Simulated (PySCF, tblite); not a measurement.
**C₇H₁₂SSi: geometry, infrared bands and NMR shifts**

Wanted: the infrared bands and NMR shifts of C₇H₁₂SSi (`CC#C[Si@@H]1C[C@H]1SCC`), by calculation.

The runs use tblite 0.8.0 and PySCF 2.14.0, with density-fitted response routines of our own; the level of theory stands in each step. All values are computed, except where a source is named. Atoms are numbered from 0 throughout.

### 1 Starting geometry

21 atoms, charge 0, multiplicity 1; geometry from: force field or distance geometry start.

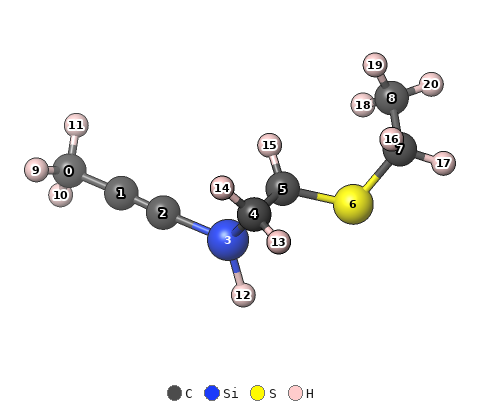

As it starts; carbon dark grey, silicon blue, sulfur yellow, hydrogen pink, atoms numbered.

### 2 Optimising the geometry with GFN2-xTB

Job settings and geometry (Å):

```
{"job": {"kind": "relax", "xc": "GFN2-xTB", "basis": "xTB"}, "charge": 0, "multiplicity": 1}
C      4.672600     1.365200     0.083000
C      3.510200     0.448700     0.014000
C      2.589400    -0.315900    -0.016000
Si     1.144400    -1.437600    -0.076600
C     -0.027600    -1.346500    -1.497700
C     -0.532300    -0.645500    -0.264700
S     -1.915400    -1.301900     0.657400
C     -3.442000    -0.383700     0.370700
C     -3.382100     1.017200     0.904700
H      5.209600     1.393000    -0.872700
H      5.257400     1.049000     0.938700
H      4.280900     2.425700     0.210400
H      1.291500    -2.679700     0.683900
H     -0.564800    -2.253300    -1.836600
H      0.376600    -0.681400    -2.321300
H     -0.466600     0.470500    -0.297000
H     -3.598500    -0.342000    -0.717100
H     -4.280600    -0.900500     0.913400
H     -2.475800     1.199300     1.523800
H     -3.404000     1.720000     0.039000
H     -4.251800     1.216400     1.560300
```

On the command line:

```
$ OMP_NUM_THREADS=1 python probes_run.py task.json out
```

The driver reads the jobs from task.json and runs them one after another.

Output:

```text
step      E/eV     max force
  0    -705.54992    2.158
  1    -705.76374    3.506
  2    -705.79536    3.529
  3    -705.90819    0.509
  4    -705.94684    0.435
  5    -706.00133    0.625
  6    -706.01939    0.321
  7    -706.03262    0.195
  8    -706.03858    0.220
  9    -706.04455    0.187
 10    -706.04946    0.169
 11    -706.05426    0.140
 12    -706.05829    0.167
 13    -706.06211    0.169
 14    -706.06603    0.167
 15    -706.07031    0.167
 16    -706.07486    0.168
 17    -706.07953    0.181
 18    -706.08419    0.170
 19    -706.08908    0.176
 20    -706.09403    0.177
 21    -706.09811    0.146
 22    -706.10127    0.134
 23    -706.10407    0.115
 24    -706.10685    0.162
 25    -706.10959    0.150
 26    -706.11179    0.095
 27    -706.11324    0.078
 28    -706.11432    0.065
 29    -706.11544    0.074
 30    -706.11681    0.095
 31    -706.11845    0.092
 32    -706.12015    0.097
 33    -706.12163    0.103
 34    -706.12295    0.100
 35    -706.12438    0.093
 36    -706.12603    0.096
 37    -706.12766    0.089
 38    -706.12891    0.086
 39    -706.12979    0.080
 40    -706.13056    0.071
 41    -706.13136    0.063
 42    -706.13213    0.067
 43    -706.13288    0.055
 44    -706.13370    0.076
 45    -706.13467    0.076
 46    -706.13569    0.074
 47    -706.13657    0.069
 48    -706.13742    0.065
 49    -706.13854    0.084
 50    -706.14009    0.104
 51    -706.14196    0.111
 52    -706.14389    0.116
 53    -706.14592    0.115
 54    -706.14829    0.114
 55    -706.15087    0.173
 56    -706.14871    0.365
 57    -706.15482    0.130
 58    -706.15646    0.088
 59    -706.16099    0.162
 60    -706.16350    0.171
 61    -706.17347    0.187
 62    -706.17858    0.159
 63    -706.17379    0.521
 64    -706.18636    0.154
 65    -706.18955    0.145
 66    -706.19677    0.373
 67    -706.20241    0.137
 68    -706.20599    0.126
 69    -706.21240    0.147
 70    -706.21390    0.102
 71    -706.21746    0.113
 72    -706.22050    0.116
 73    -706.22315    0.121
 74    -706.22534    0.134
 75    -706.22775    0.143
 76    -706.23053    0.153
 77    -706.23347    0.118
 78    -706.23645    0.131
 79    -706.23760    0.083
 80    -706.23882    0.066
 81    -706.23999    0.065
 82    -706.24110    0.061
 83    -706.24185    0.065
 84    -706.24243    0.053
 85    -706.24306    0.054
 86    -706.24375    0.047
 87    -706.24405    0.035
 88    -706.24420    0.018
 89    -706.24427    0.017
 90    -706.24437    0.024
 91    -706.24449    0.025
 92    -706.24461    0.025
 93    -706.24471    0.028
 94    -706.24481    0.024
 95    -706.24495    0.025
 96    -706.24512    0.032
 97    -706.24527    0.026
 98    -706.24536    0.018
 99    -706.24544    0.022
100    -706.24555    0.025
101    -706.24570    0.028
102    -706.24589    0.031
103    -706.24610    0.034
104    -706.24633    0.041
105    -706.24664    0.042
106    -706.24701    0.060
107    -706.24729    0.100
108    -706.24746    0.091
109    -706.24759    0.036
110    -706.24766    0.041
111    -706.24774    0.034
112    -706.24786    0.022
113    -706.24800    0.025
114    -706.24814    0.035
115    -706.24833    0.034
116    -706.24855    0.032
117    -706.24881    0.034
118    -706.24910    0.035
119    -706.24937    0.037
120    -706.24957    0.040
121    -706.24972    0.033
122    -706.24988    0.041
123    -706.25010    0.049
124    -706.25039    0.042
125    -706.25071    0.038
126    -706.25098    0.031
127    -706.25117    0.037
128    -706.25134    0.039
129    -706.25153    0.044
130    -706.25171    0.037
131    -706.25186    0.038
132    -706.25201    0.041
133    -706.25220    0.037
134    -706.25245    0.051
135    -706.25276    0.044
136    -706.25306    0.037
137    -706.25331    0.041
138    -706.25351    0.030
139    -706.25364    0.036
140    -706.25373    0.021
141    -706.25377    0.016
142    -706.25381    0.020
143    -706.25385    0.020
144    -706.25390    0.016
145    -706.25396    0.017
146    -706.25402    0.014
147    -706.25408    0.014
148    -706.25413    0.014
149    -706.25418    0.016
150    -706.25423    0.018
151    -706.25429    0.018
152    -706.25435    0.017
153    -706.25439    0.015
154    -706.25443    0.014
155    -706.25449    0.018
156    -706.25456    0.024
157    -706.25464    0.022
158    -706.25470    0.017
159    -706.25474    0.013
160    -706.25478    0.012
161    -706.25481    0.017
162    -706.25483    0.014
163    -706.25485    0.008
```

It took 2.9 s on 1 thread of Arm Neoverse N1, shared host; peak memory 0.18 GiB.

Step by step: (not every step is listed)

| step | energy from step 0 (eV) | largest force (eV/Å) |
| --- | --- | --- |
| 0 | 0.0000 | 2.1580 |
| 1 | -0.2138 | 3.5062 |
| 2 | -0.2454 | 3.5293 |
| 3 | -0.3583 | 0.5093 |
| 4 | -0.3969 | 0.4349 |
| 5 | -0.4514 | 0.6247 |
| 6 | -0.4695 | 0.3213 |
| 7 | -0.4827 | 0.1948 |
| 8 | -0.4887 | 0.2199 |
| 23 | -0.5541 | 0.1146 |
| 38 | -0.5790 | 0.0861 |
| 53 | -0.5960 | 0.1146 |
| 68 | -0.6561 | 0.1263 |
| 83 | -0.6919 | 0.0654 |
| 98 | -0.6954 | 0.0181 |
| 113 | -0.6981 | 0.0253 |
| 128 | -0.7014 | 0.0389 |
| 143 | -0.7039 | 0.0201 |
| 158 | -0.7048 | 0.0174 |
| 159 | -0.7048 | 0.0130 |
| 160 | -0.7049 | 0.0117 |
| 161 | -0.7049 | 0.0172 |
| 162 | -0.7049 | 0.0145 |
| 163 | -0.7049 | 0.0077 |

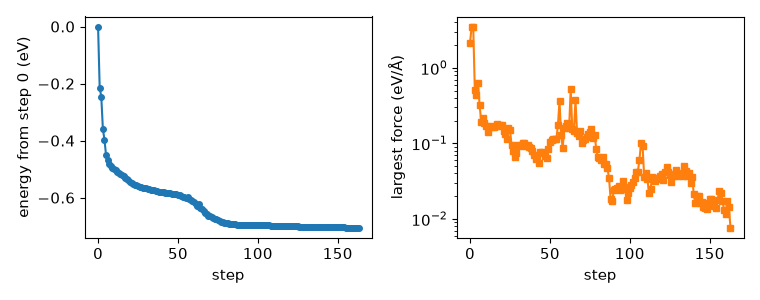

Energy and largest force along the relaxation.

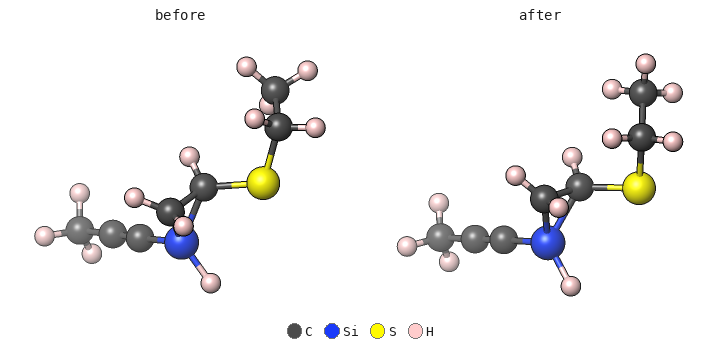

The geometry before (left) and after (right).

Close pairs (by a distance rule), those that changed most:

| bond | before (Å) | after (Å) | change (Å) |
| --- | --- | --- | --- |
| C4–H14 | 1.133 | 1.083 | -0.050 |
| C0–H11 | 1.138 | 1.090 | -0.048 |
| Si3–C4 | 1.844 | 1.885 | +0.041 |
| C0–C1 | 1.482 | 1.444 | -0.038 |
| C7–H17 | 1.125 | 1.090 | -0.035 |
| C5–H15 | 1.118 | 1.084 | -0.035 |
| Si3–C5 | 1.864 | 1.896 | +0.032 |
| C4–C5 | 1.505 | 1.534 | +0.029 |

The final coordinates are the input of the step that follows.

### 3 Vibrational analysis with GFN2-xTB

Job settings and geometry (Å):

```
{"job": {"kind": "ir", "xc": "GFN2-xTB", "basis": "xTB"}, "charge": 0, "multiplicity": 1}
C      4.807158     1.256750    -0.109672
C      3.632631     0.417310    -0.096968
C      2.642577    -0.271431    -0.088281
Si     1.169366    -1.357401    -0.051999
C     -0.242967    -0.914665    -1.219928
C     -0.473063    -0.452196     0.224655
S     -1.794274    -1.256233     1.134090
C     -3.260473    -0.559411     0.288041
C     -3.557395     0.862911     0.721238
H      5.325180     1.162021    -1.063932
H      5.483092     0.959711     0.692003
H      4.520670     2.298073     0.036448
H      1.323701    -2.722463     0.407990
H     -0.902301    -1.703129    -1.559971
H     -0.151225    -0.125583    -1.955541
H     -0.479238     0.618711     0.389757
H     -3.075165    -0.622261    -0.784643
H     -4.079670    -1.228255     0.550168
H     -3.718401     0.903955     1.796343
H     -2.728040     1.521748     0.471578
H     -4.451085     1.228781     0.218152
```

Output:

```text
mode    cm-1     km/mol
  1      18.1      0.02
  2      34.1      0.48
  3      45.2      0.34
  4      61.6      0.52
  5      82.3      1.21
  6     123.6      3.36
  7     178.9      3.06
  8     192.2     13.74
  9     208.1     11.99
 10     231.4      6.36
 11     309.1      0.69
 12     314.5      1.43
 13     324.7      3.80
 14     344.3      7.76
 15     467.5     75.93
 16     547.1     19.26
 17     590.1    139.90
 18     631.9      8.57
 19     667.5     12.10
 20     711.2     44.00
 21     747.4     68.22
 22     768.0     34.34
 23     786.7     19.56
 24     912.9     16.86
 25    1013.1      3.42
 26    1013.4      8.78
 27    1014.7      7.22
 28    1021.6     11.37
 29    1034.0     51.57
 30    1048.3      3.93
 31    1077.6      3.43
 32    1080.6     30.78
 33    1123.9      8.43
 34    1200.0     13.09
 35    1230.3      1.76
 36    1253.3     27.61
 37    1381.8      2.60
 38    1405.4      4.56
 39    1426.1      1.68
 40    1445.9      7.27
 41    1446.3      1.41
 42    1446.6      6.94
 43    1491.8      3.54
 44    1497.5      1.50
 45    2316.9    215.28
 46    2375.3    259.30
 47    2976.6     14.09
 48    2997.8      8.70
 49    3002.2     21.38
 50    3002.9     18.38
 51    3004.5     15.81
 52    3010.4     23.78
 53    3015.3     52.02
 54    3030.8     29.73
 55    3038.5     15.94
 56    3041.1     19.66
 57    3054.0     36.63
```

It took 1.9 s on 1 thread of Arm Neoverse N1, shared host; peak memory 0.18 GiB.

The strongest bands and the atoms that carry them (share of the mass-weighted mode):

| cm⁻¹ | km/mol | atoms |
| --- | --- | --- |
| 468 | 75.9 | H12 77 %, Si3 12 % |
| 590 | 139.9 | H12 75 % |
| 711 | 44.0 | H14 35 %, C4 22 %, H13 15 % |
| 747 | 68.2 | Si3 41 %, C4 22 %, C5 17 % |
| 1034 | 51.6 | H13 20 %, H15 19 %, C4 12 %, H16 11 % |
| 2317 | 215.3 | C1 53 %, C2 46 % |
| 2375 | 259.3 | H12 96 % |
| 3015 | 52.0 | H20 88 % |

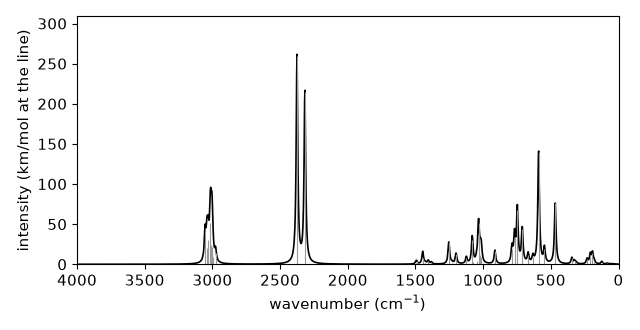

The infrared spectrum from these modes, unscaled. Lines are broadened to a width of 14 cm⁻¹ (Lorentzian).

### 4 Nuclear shieldings: PBE0/pcSseg-1

Same as in step 3 but for these lines:

```diff
@@ -1,2 +1,2 @@
-{"job": {"kind": "ir", "xc": "GFN2-xTB", "basis": "xTB"}, "charge": 0, "multiplicity": 1}
+{"job": {"kind": "nmr", "xc": "PBE0", "basis": "pcSseg-1"}, "charge": 0, "multiplicity": 1}
 C      4.807158     1.256750    -0.109672
```

Method: GIAO PBE0/pcSseg-1 NMR shielding, non-relativistic, gas phase.

Output:

```text
coarse grid: 18296 points
cycle   1  E = -960.7753479976  dE =  9.835e-01  |g| = 5.124e-01  |ddm| = 4.423e+00
cycle   2  E = -960.7555914120  dE =  1.976e-02  |g| = 5.849e-01  |ddm| = 1.273e+00
cycle   3  E = -960.8432092066  dE = -8.762e-02  |g| = 1.351e-01  |ddm| = 7.002e-01
cycle   4  E = -960.8474410327  dE = -4.232e-03  |g| = 5.303e-02  |ddm| = 1.638e-01
cycle   5  E = -960.8480357976  dE = -5.948e-04  |g| = 2.219e-02  |ddm| = 5.748e-02
cycle   6  E = -960.8481611327  dE = -1.253e-04  |g| = 4.732e-03  |ddm| = 2.544e-02
cycle   7  E = -960.8481663372  dE = -5.205e-06  |g| = 1.470e-03  |ddm| = 6.234e-03
final grid: 166592 points
cycle   8  E = -960.9067175314  dE = -4.275e-05  |g| = 1.010e-02  |ddm| = 5.184e-02
cycle   9  E = -960.9067000892  dE =  1.744e-05  |g| = 1.299e-02  |ddm| = 2.100e-02
cycle  10  E = -960.9067428057  dE = -4.272e-05  |g| = 1.324e-03  |ddm| = 1.320e-02
cycle  11  E = -960.9067432997  dE = -4.940e-07  |g| = 2.929e-04  |ddm| = 1.991e-03
cycle  12  E = -960.9067433189  dE = -1.918e-08  |g| = 1.229e-04  |ddm| = 4.169e-04
cycle  13  E = -960.9067433226  dE = -3.728e-09  |g| = 3.645e-05  |ddm| = 1.604e-04
cycle  14  E = -960.9067433229  dE = -2.633e-10  |g| = 1.837e-05  |ddm| = 4.265e-05
converged SCF energy = -960.9067433229

GIAO shielding tensors (ppm)
atom      isotropic    diamagn.    paramagn.     s11        s22        s33       span
  0 C      180.945     251.768     -70.824    171.619    172.476    198.738     27.119
  1 C       74.503     277.640    -203.138    -27.697    -24.209    275.414    303.111
  2 C      106.407     255.006    -148.599     22.647     25.122    271.452    248.805
  3 Si     486.159     883.942    -397.782    388.787    393.713    675.978    287.191
  4 C      174.478     257.834     -83.356    137.298    178.932    207.203     69.905
  5 C      168.546     256.722     -88.176    134.456    163.610    207.573     73.117
  6 S      450.598    1058.321    -607.722    344.880    413.418    593.498    248.618
  7 C      154.505     252.973     -98.469    140.934    149.179    173.401     32.467
  8 C      170.562     247.492     -76.930    148.881    175.903    186.901     38.021
  9 H       29.671      25.755       3.916     24.453     27.909     36.651     12.198
 10 H       29.614      25.091       4.523     24.535     27.860     36.447     11.911
 11 H       29.683      31.446      -1.764     24.408     28.281     36.359     11.951
 12 H       28.339      29.929      -1.589     22.056     27.416     35.546     13.490
 13 H       31.223      33.068      -1.844     25.979     29.005     38.687     12.709
 14 H       30.361      33.871      -3.510     25.853     26.175     39.056     13.203
 15 H       29.186      35.732      -6.546     21.714     29.569     36.276     14.562
 16 H       29.063      32.987      -3.924     23.452     29.980     33.758     10.306
 17 H       29.535      30.638      -1.103     23.250     28.065     37.290     14.041
 18 H       30.507      29.368       1.139     26.256     28.442     36.822     10.566
 19 H       30.148      31.857      -1.709     25.048     31.081     34.315      9.267
 20 H       30.405      27.421       2.985     25.251     27.339     38.626     13.376
```

Run time: 1.9 min. Hardware: 1 thread of Arm Neoverse N1, shared host; peak memory 1 GiB.

Shifts follow as δ = σ(reference) − σ, with reference shieldings (ppm) from runs at the same level and on the same kind of geometry: 1H TMS 31.72, 13C TMS 186.9, 29Si TMS 349.2, 33S CS2 504. The references are single molecules in the gas phase. Atoms listed in one row are averaged.

| atoms | environment | σ (ppm) | δ (ppm) | δ scaled to CDCl3 |
| --- | --- | --- | --- | --- |
| C1 | alkyne carbon | 74.5 | 112.4 | 107.8 |
| C2 | alkyne carbon | 106.4 | 80.5 | 76.7 |
| C7 | sp3 CH2 bonded to S | 154.5 | 32.4 | 25.3 |
| C5 | three-membered-ring carbon | 168.5 | 18.4 | 11.6 |
| C8 | methyl carbon | 170.6 | 16.4 | 14.1 |
| C4 | three-membered-ring carbon | 174.5 | 12.4 | 10.2 |
| C0 | propargylic methyl carbon | 180.9 | 6.0 | 3.9 |
| H12 | hydrogen on a silicon bonded to 3 C, in a 3-membered ring | 28.34 | 3.38 | – |
| H16 | hydrogen on an sp3 CH2 bonded to S | 29.06 | 2.65 | 2.61 |
| H15 | hydrogen on a three-membered-ring carbon | 29.19 | 2.53 | 2.49 |
| H17 | hydrogen on an sp3 CH2 bonded to S | 29.54 | 2.18 | 2.16 |
| H9, H10, H11 | hydrogen on a propargylic methyl carbon | 29.66 | 2.06 | 2.05 |
| H18, H19, H20 | hydrogen on a methyl carbon | 30.35 | 1.36 | 1.39 |
| H14 | hydrogen on a three-membered-ring carbon | 30.36 | 1.36 | 1.38 |
| H13 | hydrogen on a three-membered-ring carbon | 31.22 | 0.49 | 0.57 |
| Si3 | silicon bonded to 3 C, H, in a 3-membered ring | 486.2 | -137.0 | – |
| S6 | sulfide sulfur | 451 | 53 | – |

The scaled column applies a straight-line fit of computed shieldings to shifts measured in CDCl3, with any fitted terms for Cl, Br or S neighbours (root-mean-square error 0.16 ppm for H, 1.9 ppm for C).

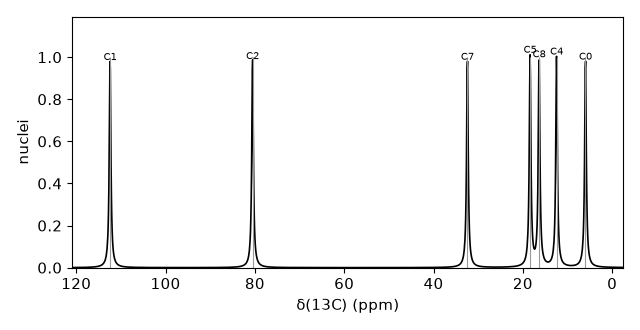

13C lines at the computed shifts, without couplings. Lines are broadened to a width of 0.43 ppm (Lorentzian).

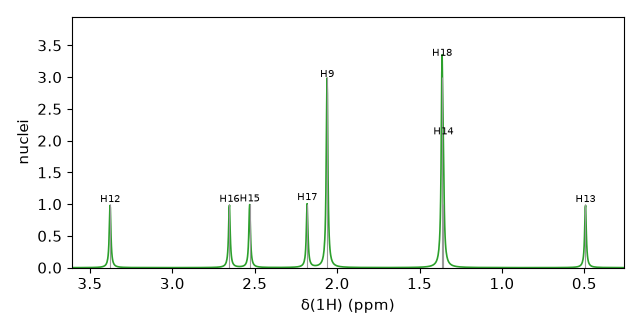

1H lines at the computed shifts, without couplings. Lines are broadened to a width of 0.01 ppm (Lorentzian).

Charges from the same density, by scheme (e):

| atoms | Mulliken | IAO | Hirshfeld | ESP fit |
| --- | --- | --- | --- | --- |
| C0 | -0.16 | -0.44 | -0.09 | -0.57 |
| C1 | -0.09 | 0.02 | -0.02 | 0.27 |
| C2 | -0.43 | -0.38 | -0.18 | -0.45 |
| Si3 | 0.70 | 0.83 | 0.34 | 0.41 |
| C4 | -0.41 | -0.53 | -0.17 | -0.57 |
| C5 | -0.56 | -0.46 | -0.13 | -0.16 |
| S6 | 0.02 | 0.07 | -0.02 | -0.32 |
| C7 | -0.37 | -0.33 | -0.07 | 0.24 |
| C8 | -0.26 | -0.42 | -0.12 | -0.34 |

ESP fit charges:

C0 -0.57; C1 0.27; C2 -0.45; Si3 0.41; C4 -0.57; C5 -0.16; S6 -0.32; C7 0.24; C8 -0.34; H9 0.20; H10 0.20; H11 0.19; H12 0.02; H13 0.18; H14 0.23; H15 0.17; H16 0.01; H17 0.05; H18 0.09; H19 0.10; H20 0.07

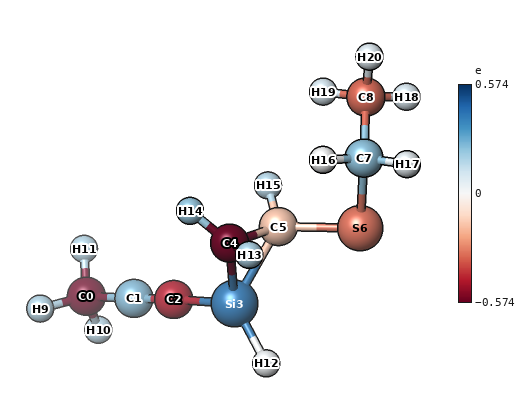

ESP fit charges, as colours on the atoms.

Mayer bond orders: C0–C1 1.18, C1–C2 2.46, C2–Si3 1.07, Si3–C4 0.95, C4–C5 0.85, C5–S6 1.02, S6–C7 0.99, C7–C8 1.02, C5–Si3 0.86.

Ring of atoms Si3, C4, C5: NICS(0) -26.2, NICS(1) -7.8, NICS(1)zz -15.4 ppm (means of both faces).

In rings of three or four atoms NICS is ruled by the nearby σ bonds, so it says little on aromaticity.

The fields below are evaluated on a grid from the run's orbitals.

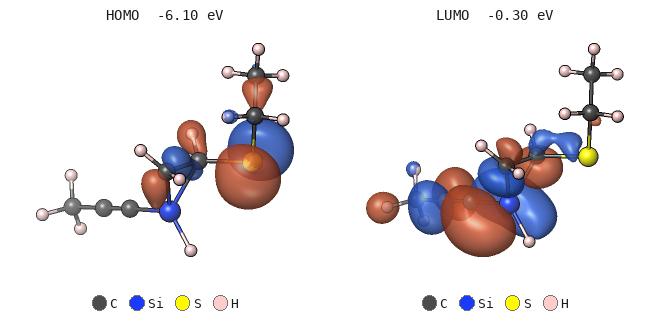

Frontier orbitals at PBE0/pcSseg-1; each surface holds 70 % of the orbital's density, blue and red mark the sign.

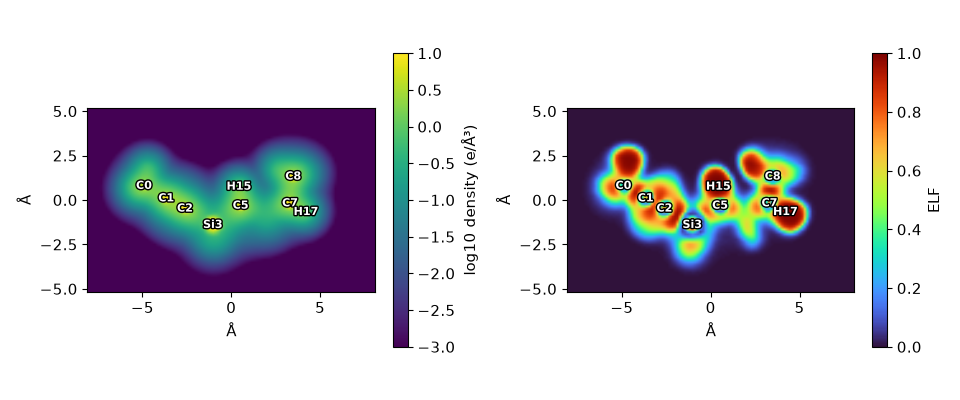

Density (left) and ELF (right) in a plane through or near 9 of the atoms.

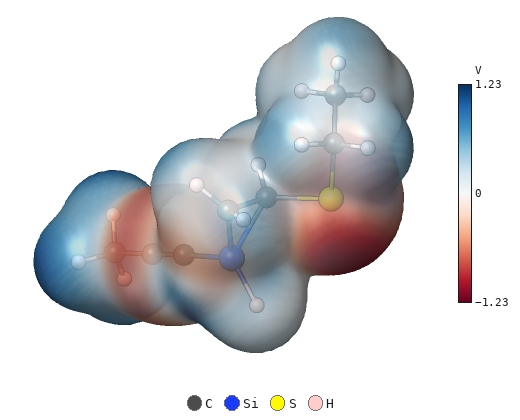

Electrostatic potential on the surface of density 0.002 e/bohr³; red is low, blue high. It runs from -1.23 V near S6 to 1.03 V near H11.

### 5 What came out

```
                                                              quantity                                               value
                             strongest single infrared mode (GFN2-xTB)                               2375 cm⁻¹, 259 km/mol
                                          zero-point energy (GFN2-xTB)                                      102.7 kcal/mol
                                13C shifts against TMS (PBE0/pcSseg-1)        112.4, 80.5, 32.4, 18.4, 16.4, 12.4, 6.0 ppm
1H shifts against TMS (PBE0/pcSseg-1, means over atoms taken as alike)  3.38, 2.65, 2.53, 2.18, 2.06, 1.36, 1.36, 0.49 ppm
                               29Si shifts against TMS (PBE0/pcSseg-1)                                          -137.0 ppm
                                33S shifts against CS2 (PBE0/pcSseg-1)                                              53 ppm
                                 surface potential, least and greatest                                  -1.23 V and 1.03 V
```

What this shows: Over 163 steps the energy fell by 0.705 eV; of the close pairs, C4–H14 changed most, 1.133 to 1.083 Å. No mode is imaginary among the 57: a minimum at this level. The strongest single mode, at 2375 cm⁻¹, moves mainly H12. Unscaled tight-binding wavenumbers are off by several per cent, some by more. Its intensities can rank the bands wrongly. At PBE0/pcSseg-1: The widest tensor belongs to C1: span 303 ppm, with a paramagnetic part of -203 ppm. By nearest atom (PBE0/pcSseg-1), the HOMO sits on S6 69 %; C4 6 % and the LUMO on Si3 22 %; C1, C2 about 18 % each.
